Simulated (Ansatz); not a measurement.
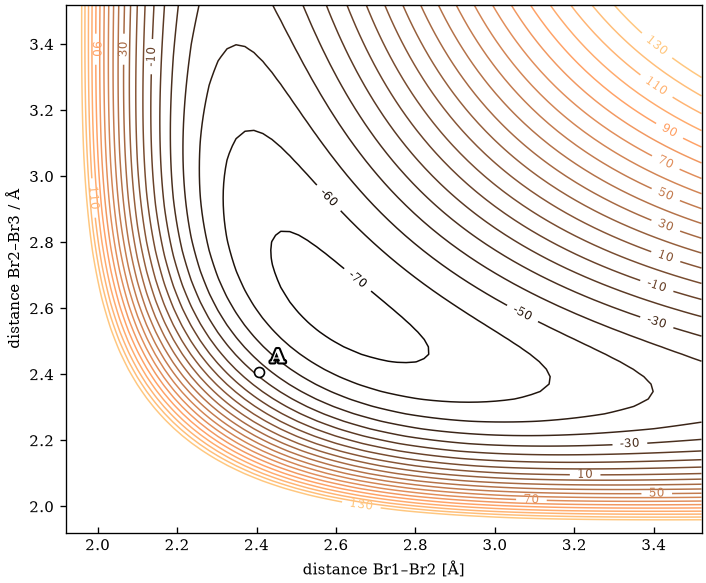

The system Br⁻ + Br₂. Coordinates scanned: (1) distance Br1–Br2; (2) distance Br2–Br3. Nothing is relaxed (the angle Br1–Br2–Br3 is fixed at 180 degrees). Grid: 16 × 16 points; 136 points were computed and 120 follow by symmetry. Energies: kJ/mol, counted from Br with charge -1 far from the relaxed BrBr (each part in its own basis). The reference is spin-restricted, so regions where a bond is pulled apart into radicals lie too high. Theory: RHF/def2-SVPD (Ansatz 0.2.0).

In the figure: contour lines labelled in kJ/mol (none above 130), the point A. Between grid points the surface is interpolated.

Which way does the force act at A, and how strong is it?

Answer. A, at distance Br1–Br2 = 2.406 Å, distance Br2–Br3 = 2.406 Å, is not a stationary point. The computed force is 230 kJ/mol for each Å towards larger values of distance Br1–Br2 and 230 kJ/mol for each Å towards larger values of distance Br2–Br3.
